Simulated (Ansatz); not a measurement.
# GaH4: the cost of one run

Method: UHF/def2-SVP, in Ansatz 0.2.0.

**1. The system as given**

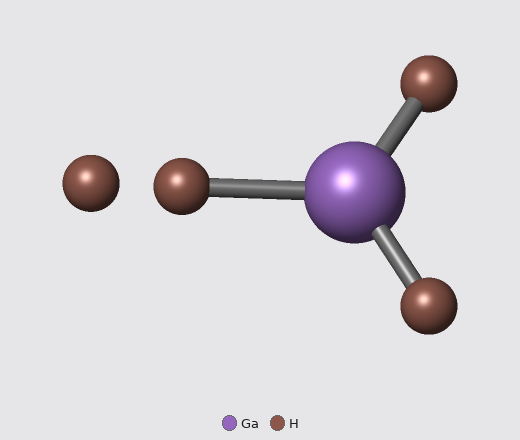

Start, viewed from a chosen angle; gallium purple, hydrogen brown.

Coordinates:

```xyz
5

Ga    0.0000    0.0000    0.0000
H     0.0000    0.0000    1.8200
H     1.3596    0.0000   -0.7850
H    -1.3596    0.0000   -0.7850
H     0.0000    0.0000    2.7800
```

**2. Pulling towards end A**

Springs on the bonds that form and break draw the guess towards this end; the thresholds are loose.

Input file input.yaml:

```yaml
crystal:
  periodic: [false, false, false]
  atoms:
    - { symbol: Ga, position_ang: [0.0, 0.0, 0.0] }
    - { symbol: H, position_ang: [0.0, 0.0, 1.82] }
    - { symbol: H, position_ang: [1.3596, 0.0, -0.785] }
    - { symbol: H, position_ang: [-1.3596, 0.0, -0.785] }
    - { symbol: H, position_ang: [0.0, 0.0, 2.78] }
magnetization:
  spin_polarized: true
  initial_magnetization: 1
basis:
  gaussian: { orbitals: def2-SVP }
hamiltonian:
  xc: hf
relax:
  f_tol: 0.15
  max_steps: 25
  restrain:
    - { distance: [1, 4], at: 1.86, k: 30.0 }
    - { distance: [0, 1], at: 1.57, k: 30.0 }
```

Run with:

```console
$ ansatz run input.yaml --threads 1 --pin off --max-ram 2048MiB --backend cpu --events-out ev --progress --plain --runs-dir out
```

What time and memory should one allow on 1 thread of Arm Neoverse N1, shared host?

About 7.3 s, with a peak of 0.1 GiB.
